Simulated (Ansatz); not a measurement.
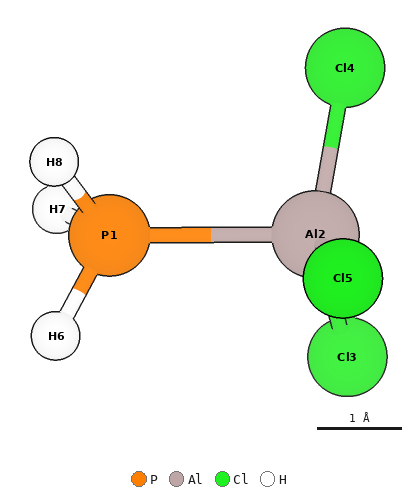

**Figure 1.** The structure as given in the input (ball-and-stick view, seen at a tilt; atoms are numbered from 1 in the order of the input). Sticks mark near contacts.

**Two runs on AlPH3Cl3**

System: AlPH3Cl3.
Method of run A: RKS SPW92 (LDA)/def2-TZVPP (Ansatz 0.2.0).

The geometry comes from this level: PBE0-D4/def2-TZVP. Text and figures count atoms from 1; the logs count them from 0 in places.

**The input, run A**
```yaml
crystal:
  periodic: [false, false, false]
  atoms:
    - {symbol: P, position_ang: [-0.998980, -0.133173, 0.480827]}
    - {symbol: Al, position_ang: [1.217071, 0.143159, -0.588941]}
    - {symbol: Cl, position_ang: [2.373445, -1.098191, 0.658402]}
    - {symbol: Cl, position_ang: [0.774598, -0.575702, -2.518071]}
    - {symbol: Cl, position_ang: [1.462628, 2.223059, -0.370387]}
    - {symbol: H, position_ang: [-1.120432, 0.252199, 1.828431]}
    - {symbol: H, position_ang: [-1.533767, -1.433223, 0.537332]}
    - {symbol: H, position_ang: [-2.082365, 0.564772, -0.083494]}
basis:
  gaussian: {orbitals: def2-TZVPP}
hamiltonian: {xc: lda}
output: {orbitals: {seedname: orbitals}}
```

Launched with:
```bash
ansatz run in.yaml --threads 4 --pin off --events-out ev --progress --plain --max-ram 10444MiB
```

Hardware: 4 threads of Arm Neoverse V1, 23 GiB of memory available, shared host.

**Output (run A)**
```
Functional definition: SPW92
  exchange = slater_x
  correlation = pw_c
1615 factors; their error is unknown
mean field evaluation 1: about -53323.4776 eV, gradient 2.8e1 eV
mean field evaluation 2: about -53323.1557 eV, gradient 3.4e1 eV
mean field evaluation 4: about -53325.4848 eV, gradient 1.6e0 eV
mean field evaluation 8: about -53325.4525 eV, gradient 2.7e-2 eV
mean field -53325.45253347 eV, -1959.6742353151 hartree, gradient 3.4e-5 eV, S^2 0.000000; 0 other end points of the search recorded, 0 dependent functions left out
reference -53325.45257636 eV, -1959.6742368912 hartree; 41, 41 occupied and 211, 211 virtual orbitals, 1615 factors
Total energy: -53325.45257636 eV, -1959.6742368912 hartree
```

For run B the input was changed thus:
```diff
-hamiltonian: {xc: lda}
+correlation: {method: ccsd_t}
```

How does run B compare with run A?

The total energies belong to different methods, so their difference says nothing on which is more stable or more accurate. The HOMO goes from −7.37 to −11.89 eV. The LUMO goes from −1.84 to 2.62 eV.

**Output (run B)**
```
Functional definition: HF
  exchange = exact_x
  correlation = 0
1467 factors; integrals over basis functions are off by at most 1.1e-3 eV
mean field evaluation 1: about -53419.0790 eV, gradient 2.3e1 eV
mean field evaluation 2: about -53419.3064 eV, gradient 2.3e1 eV
mean field evaluation 4: about -53421.4230 eV, gradient 3.0e0 eV
mean field evaluation 8: about -53421.4750 eV, gradient 2.0e-1 eV
mean field evaluation 16: about -53421.4753 eV, gradient 2.3e-6 eV
mean field -53421.47526810 eV, -1963.2030057260 hartree, gradient 2.3e-6 eV, S^2 0.000000; 0 other end points of the search recorded, 0 dependent functions left out
25 core orbitals not correlated: weight in the atoms' cores, before any rotation towards them, 1.000 or more for the frozen orbitals, at most 0.000 for the correlated occupied ones
reference -53421.47526810 eV, -1963.2030057260 hartree; 16, 16 occupied and 211, 211 virtual orbitals, 1467 factors
second order -21.87905779 eV of doubles, -0.00000000 eV of singles
cycle   1  -23.28255095 eV  change    -1.4e0 eV  update   9.1e-2
cycle   2  -23.80929002 eV  change   -5.3e-1 eV  update   2.7e-2
cycle   3  -23.88068607 eV  change   -7.1e-2 eV  update   1.1e-2
cycle   4  -23.87090851 eV  change    9.8e-3 eV  update   3.1e-3
cycle   5  -23.86958102 eV  change    1.3e-3 eV  update   1.0e-3
cycle   6  -23.86952465 eV  change    5.6e-5 eV  update   3.2e-4
cycle   7  -23.86946296 eV  change    6.2e-5 eV  update   1.0e-4
cycle   8  -23.86948113 eV  change   -1.8e-5 eV  update   3.0e-5
perturbative correction -0.98832208 eV, -0.0363201664 hartree
Total energy: -53446.33307130 eV, -1964.1165131447 hartree
```

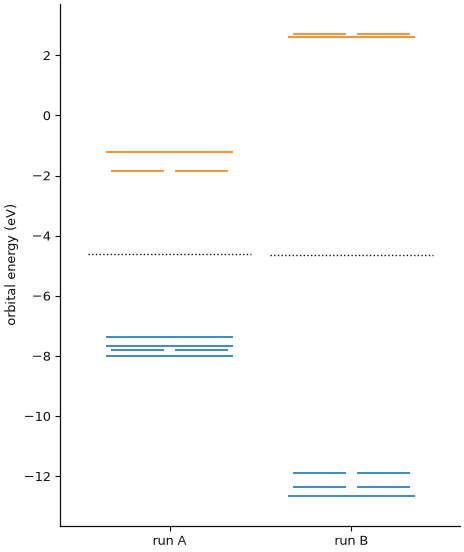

**Figure 2.** The five highest filled and three lowest empty orbital energies of the two runs; the dotted lines part filled from empty levels. The HOMO–LUMO gap is 5.53 eV in run A and 14.51 eV in run B.

**The two runs side by side**

| quantity | run A | run B |
| --- | --- | --- |
| outcome | converged | converged |
| total energy (hartree) | −1959.674237 | −1964.116513 |
| HOMO (eV) | −7.37 | −11.89 |
| LUMO (eV) | −1.84 | 2.62 |
| basis functions | 252 | 252 |
| wall time (shared host) | 1.4 s | 2.2 min |
